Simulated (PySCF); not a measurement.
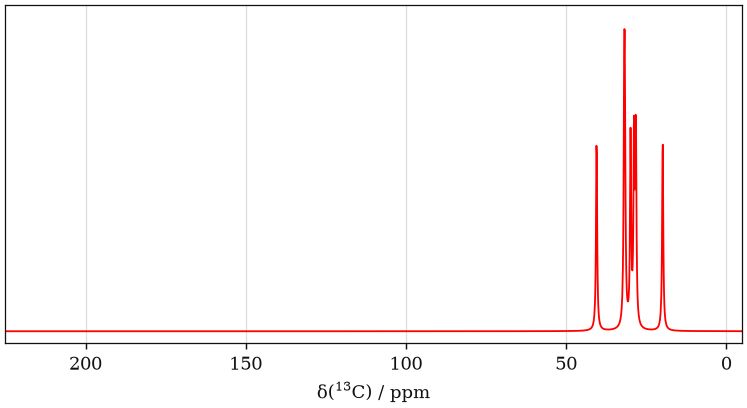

GIAO shifts, PBE0/pcSseg-1 (IEF-PCM chloroform) in PySCF, at a PBE0-D3(BJ)/def2-SVP geometry (no frequency check), against TMS for ¹³C computed at the same level. fully decoupled, line heights follow the number of nuclei, widths are arbitrary (no quadrupolar broadening); values of one conformer, averaged over methyl-type rotors and exact or near symmetry; other conformers aren't averaged in.

### Which molecule was computed?
A. C₅H₁₀OSi, SMILES C=C[C@@H]1CO[SiH2]C1
B. C₅H₄F₄O₂, SMILES O=C1[C@@H](CF)O[C@@H]1C(F)(F)F
C. C₇H₁₄SSi, SMILES [SiH3]S[C@@H]1CC12CCCC2
D. C₆H₇F₃OSi₂, SMILES O=C(C1=C[SiH2]C=C[SiH2]1)C(F)(F)F

Option C. Its ¹³C signals: 40.5 (1 C), 31.9 (1 C), 31.7 (1 C), 29.9 (1 C), 28.8 (1 C), 28.2 (1 C), 19.9 (1 C) ppm.
